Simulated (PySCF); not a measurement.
**SiS (SMILES [Si-]#[S+]) at r2SCAN/STO-6G**

Aim: the energy change on altering one bond length of SiS at r2SCAN/STO-6G, from 2 runs. 

The calculation is run with PySCF 2.14.0.

29 further runs of the same task are left out: 15 that didn't finish, 14 set aside as unsound or not needed.

## 1. Starting point

The species is SiS (2 atoms), meant as a singlet with charge 0. As SMILES, `[Si-]#[S+]`. The bond length is the measured one.

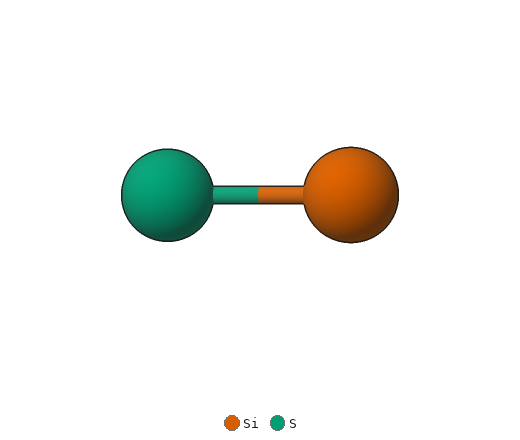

Viewed from a chosen angle; silicon orange, sulfur teal.

## 2. A single-point energy at r2SCAN/STO-6G

mol.xyz reads:

```xyz
2
SSi
Si     0.000000     0.000000     0.000000
S      0.000000     0.000000     1.929321
```

run.py reads:

```python
from pyscf import gto, dft

mol = gto.M(
    atom='mol.xyz',
    basis='sto-6g',
    max_memory=1860,
    verbose=3,
)

ks = dft.RKS(mol, xc='r2scan')
ks.grids.level = 5
ks.conv_tol = 1e-10
ks.kernel()
if not ks.converged:
    ks = ks.newton().run(ks.mo_coeff, ks.mo_occ)

energy = ks.e_tot
print('E = %.10f Eh' % energy)
```

Command:

```
OMP_NUM_THREADS=1 python run.py
```

The log of the run:

```text
converged SCF energy = -685.171824858478
E = -685.1718248585 Eh
```

It took 2.3 s on 1 thread of Intel Xeon Platinum 8488C (Sapphire Rapids), shared host; peak memory 0.18 GiB.

## 3. The distorted shape

calc.py reads:

```python
from pyscf import gto, dft

mol = gto.M(
    atom='''
Si     0.000000     0.000000    -1.822979
S      0.000000     0.000000     3.645888
''',
    max_memory=1860,
    unit='bohr',
    basis='sto-6g',
    verbose=3,
)

myscf = dft.RKS(mol)
myscf.xc = 'r2scan'
myscf.grids.level = 5
myscf.conv_tol = 1e-10
myscf.kernel()
if not myscf.converged:
    myscf = myscf.newton().run(myscf.mo_coeff, myscf.mo_occ)

energy = myscf.e_tot
print('E(%s) = %.9f' % ('R2SCAN', energy))
```

Command:

```
OMP_NUM_THREADS=1 python calc.py
```

The log of the run:

```text
SCF not converged.
SCF energy = -684.942886818973
converged SCF energy = -684.942886821166
E(R2SCAN) = -684.942886821
```

It took 5.7 s on 1 thread of Intel Xeon Platinum 8488C (Sapphire Rapids), shared host; peak memory 0.21 GiB.

## 4. Outcome

At r2SCAN/STO-6G:

| quantity | value |
| --- | --- |
| first shape: total energy | -685.17182 Eh |
| first shape: dipole moment | 1.08 D |
| first shape: HOMO energy | -3.00 eV |
| first shape: LUMO energy | 1.87 eV |
| first shape: HOMO–LUMO gap | 4.87 eV |
| distorted shape: total energy | -684.94289 Eh |
| distorted shape: dipole moment | 3.08 D |
| distorted shape: HOMO energy | -0.57 eV |
| distorted shape: LUMO energy | 0.33 eV |
| distorted shape: HOMO–LUMO gap | 0.90 eV |
| energy change with the Si1–S2 bond stretched from 1.929 to 2.894 Å | 6.230 eV |

What this shows: With the Si1–S2 bond stretched from 1.929 to 2.894 Å the energy rises by 6.23 eV (601 kJ/mol). The first shape isn't relaxed at this level, so the change isn't measured from a minimum. A restricted reference can't describe the breaking bond well at this length. The minimal basis adds a large error of its own.
